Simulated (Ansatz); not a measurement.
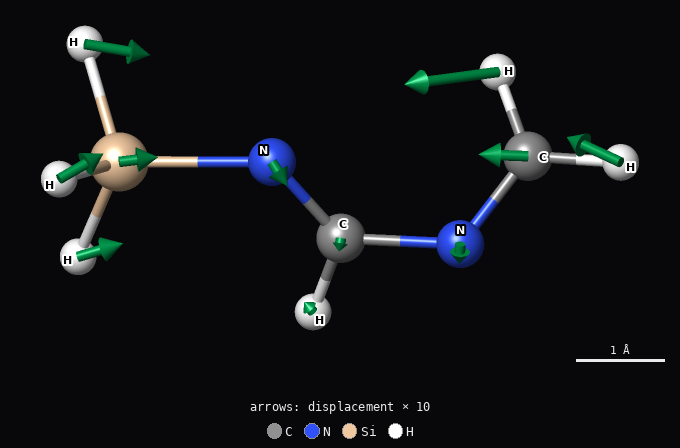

This is a relaxation of C2H6N2Si. The starting structure is drawn; green arrows show the displacements, 10 times their true length. The two geometries are superimposed by the best rigid fit.

The picture is a ball-and-stick view, seen at a tilt.

The start comes from PBE-D4/def2-SVP.

These are results of RKS PBE0-D4/def2-TZVP in Ansatz 0.2.0, not measurements.

Input
```yaml
crystal:
  periodic: [false, false, false]
  atoms:
    - {symbol: C, position_ang: [-1.566002, 1.778248, -0.887746]}
    - {symbol: N, position_ang: [-0.831270, 0.898459, -1.446975]}
    - {symbol: C, position_ang: [-0.237503, -0.130838, -0.720019]}
    - {symbol: N, position_ang: [0.528130, 0.071951, 0.286712]}
    - {symbol: Si, position_ang: [1.404626, -1.207194, 1.118104]}
    - {symbol: H, position_ang: [-1.833447, 1.741716, 0.193294]}
    - {symbol: H, position_ang: [-1.956284, 2.623286, -1.487635]}
    - {symbol: H, position_ang: [-0.452222, -1.132394, -1.174101]}
    - {symbol: H, position_ang: [1.092524, -2.587820, 0.577351]}
    - {symbol: H, position_ang: [2.882061, -0.961534, 0.988075]}
    - {symbol: H, position_ang: [1.034686, -1.150879, 2.573740]}
basis:
  gaussian: {orbitals: def2-TZVP}
hamiltonian: {xc: pbe0, dispersion: d4}
relax: {f_tol: 0.005, max_steps: 150}
```

Launched with:
```bash
ansatz run in.yaml --threads 4 --pin off --events-out ev --progress --plain --max-ram 10444MiB
```

### Atoms of which element are displaced furthest, and by how much?

Hydrogen: up to 0.13 Å, against 0.06 Å for carbon.

### Describe the change and its energy.

After 10 accepted moves (12 points after the start) the energy has fallen by 1.57 kcal/mol. The largest force component goes from 0.75 to 0.0032 eV/Å. The line search rejected the trial steps at points 2, 11 of the run. The atom that moves furthest after the best rigid fit is H6 (0.13 Å). By element the largest moves are H 0.13 Å, C 0.06 Å, Si 0.05 Å, N 0.03 Å. Among the contacts that change: N4–Si5 1.759 → 1.734 Å, Si5–H9 1.515 → 1.495 Å, C3–H8 1.120 → 1.100 Å, C1–H6 1.114 → 1.095 Å. Among the angles between lasting bonds that change: C1–N2–C3 121.8° → 119.3°. Cost: 39 s on 4 threads of Arm Neoverse V1 (shared host).
